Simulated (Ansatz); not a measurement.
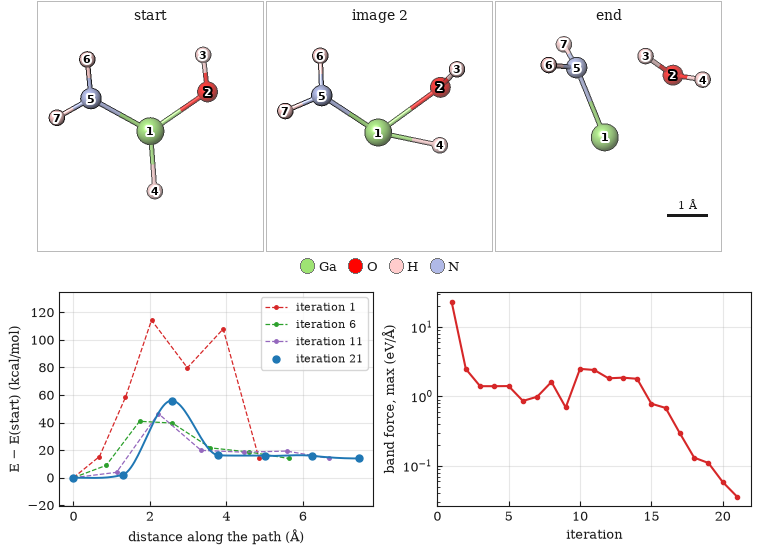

A nudged-elastic-band calculation for GaNH₄O. Images are numbered from 0 (start) to 6 (end). The plot follows the band through its iterations. A ball-and-stick model, seen at a tilt.

Theory: RKS PBE0/def2-SVP in Ansatz.

The input:
```yaml
crystal:
  periodic: [false, false, false]
  atoms:
    - { symbol: Ga, position_ang: [0.376484, 0.098023, -0.063544] }
    - { symbol: O, position_ang: [0.611697, -0.312832, 1.659925] }
    - { symbol: H, position_ang: [-0.185847, -0.560605, 2.136705] }
    - { symbol: H, position_ang: [1.624144, 0.505829, -0.887492] }
    - { symbol: "N", position_ang: [-1.301811, 0.012233, -0.738664] }
    - { symbol: H, position_ang: [-2.127523, -0.251751, -0.216236] }
    - { symbol: H, position_ang: [-1.524344, 0.227702, -1.702293] }
basis:
  gaussian: { orbitals: def2-SVP }
hamiltonian:
  xc: pbe0
neb:
  order_check: false
  images: 5
  f_tol: 0.05
  max_iterations: 60
  final_atoms:
    - { symbol: Ga, position_ang: [0.38605376, -0.04127155, -1.41836489] }
    - { symbol: O, position_ang: [0.84842081, 0.35928039, 0.8719877] }
    - { symbol: H, position_ang: [-0.06860431, -0.02855594, 0.86092359] }
    - { symbol: H, position_ang: [1.42380501, -0.29532994, 1.28514831] }
    - { symbol: "N", position_ang: [-1.30539993, -0.16028666, -0.43206369] }
    - { symbol: H, position_ang: [-2.00794433, -0.82189632, -0.76319919] }
    - { symbol: H, position_ang: [-1.80353102, 0.70665902, -0.21603083] }
  initial_path:
    images:
      - { positions_ang: [[0.376484, 0.098023, -0.063544], [0.611697, -0.312832, 1.659925], [-0.185847, -0.560605, 2.136705], [1.624144, 0.505829, -0.887492], [-1.301811, 0.012233, -0.738664], [-2.127523, -0.251751, -0.216236], [-1.524344, 0.227702, -1.702293]] }
      - { positions_ang: [[0.25128774, 0.06100449, -0.04369296], [0.83827375, -0.20445789, 1.61013376], [0.00140319, -0.44845221, 2.0463059], [1.66838551, 0.31712287, -0.52062925], [-1.42685777, 0.00783806, -0.81166324], [-2.20872644, -0.43114895, -0.41711846], [-1.65096597, 0.41669264, -1.67493475]] }
      - { positions_ang: [[0.12609148, 0.02398598, -0.02384193], [1.06485049, -0.09608379, 1.56034253], [0.18865339, -0.33629942, 1.9559068], [1.71262701, 0.12841673, -0.1537665], [-1.55190454, 0.00344312, -0.88466248], [-2.28992989, -0.61054691, -0.61800092], [-1.77758794, 0.60568327, -1.64757649]] }
      - { positions_ang: [[0.00089522, -0.01303252, -0.00399089], [1.29142724, 0.01229032, 1.51055129], [0.37590358, -0.22414663, 1.8655077], [1.75686852, -0.0602894, 0.21309625], [-1.67695131, -0.00095182, -0.95766171], [-2.37113333, -0.78994486, -0.81888339], [-1.90420991, 0.79467391, -1.62021824]] }
      - { positions_ang: [[0.1292814, -0.02244553, -0.47544889], [1.14375843, 0.12795368, 1.29769676], [0.22773428, -0.15894973, 1.53064633], [1.64584735, -0.13863625, 0.57044693], [-1.55310085, -0.05406343, -0.78246237], [-2.25007033, -0.80059535, -0.80032199], [-1.87065028, 0.76533561, -1.15215577]] }
      - { positions_ang: [[0.25766758, -0.03185854, -0.94690689], [0.99608962, 0.24361703, 1.08484223], [0.07956499, -0.09375284, 1.19578496], [1.53482618, -0.2169831, 0.92779762], [-1.42925039, -0.10717504, -0.60726303], [-2.12900733, -0.81124583, -0.78176059], [-1.83709065, 0.73599732, -0.6840933]] }
      - { positions_ang: [[0.38605376, -0.04127155, -1.41836489], [0.84842081, 0.35928039, 0.8719877], [-0.06860431, -0.02855594, 0.86092359], [1.42380501, -0.29532994, 1.28514831], [-1.30539993, -0.16028666, -0.43206369], [-2.00794433, -0.82189632, -0.76319919], [-1.80353102, 0.70665902, -0.21603083]] }
```

Command:
```bash
ansatz run input.yaml --threads 1 --pin off --max-ram 2048MiB --backend cpu --events-out ev --progress --plain --runs-dir out
```

Q: Judge this run.

A: The result is final at these settings. The band converged in 21 iterations. The largest component of the band force went from 23 to 0.036 eV/Å. The climbing image converged on the top of the path. Its vibrational analysis gives one imaginary mode (1332i cm⁻¹), as a transition state must have. The first iteration put the highest image at 114.3 kcal/mol. The energy climbs by 55.9 kcal/mol to image 2 and then falls by 42.0 kcal/mol, so the end point sits at +14.0 kcal/mol.
